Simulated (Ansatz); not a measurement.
CdS (wurtzite), scan of one atom of the cell

Relaxed CdS (wurtzite):

```xyz
4
Lattice="4.1636 0.0000 0.0000 -2.0818 3.6057 0.0000 0.0000 0.0000 6.7672" Properties=species:S:1:pos:R:3 pbc="T T T"
Cd     2.0818     1.2019     0.0067
Cd     0.0000     2.4038     3.3903
S      2.0818     1.2019     4.2242
S      0.0000     2.4038     0.8406
```

In this cell atom 4 (S, nearest neighbour Cd at 2.544 Å; its periodic images, 4.2 Å or more away, move with it) is moved by s along Cartesian z, unit vector (0.000, 0.000, 1.000); all other atoms and the cell stay fixed.

Level of theory: r2SCAN (plane waves to 500 eV, PAW, scalar-relativistic; Ansatz, an electronic-structure program). k mesh 7×7×4 (Γ-centred), Fermi-Dirac smearing 0.05 eV. E stands for the smeared free energy. Left out: 1 of 11 points, with atoms too close for the PAW data. CdS was relaxed with its symmetry unable to fall. ΔE is measured from the undisplaced structure.

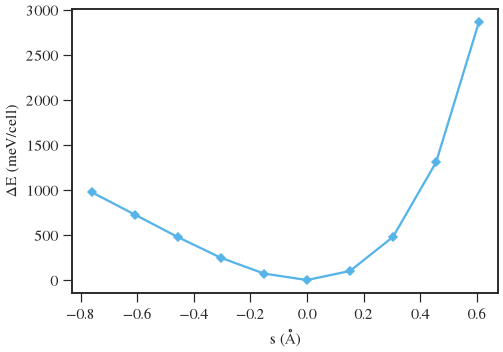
Figure: ΔE (meV/cell) against s (Å); one marker a computed point.

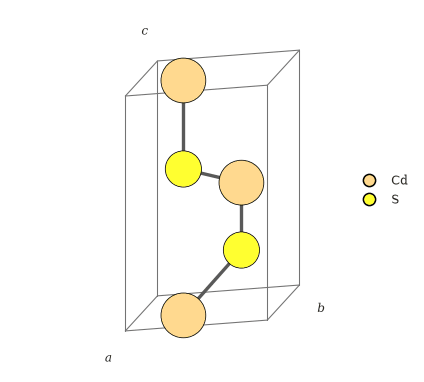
Fig. 1. The cell of the calculation at s = 0.608 Å.

The force constant k = d²E/ds² at s = 0 (finite differences) comes out as 7.32 eV/Å² and the force along the line at s = -0.760 Å comes out as 1.60 eV/Å. Symmetry of the curve: not even: the positive side lies higher at ±0.608 Å. Shape of the curve: a single well with its minimum at or next to zero displacement. Harmonic estimate at the end of the scan: ½ks² = 1353 meV/cell against the computed 2869 meV/cell, so the well is stiffer than harmonic there.

The forces along the line at the two nearest points give (0.875 − (-1.433)) / (2·0.152) = 7.59 eV/Å²; the next pair corrects for the finite step.

(A displaced cell: forces are minus the slopes of the energy, force constants its curvatures, and phonons follow from these.)
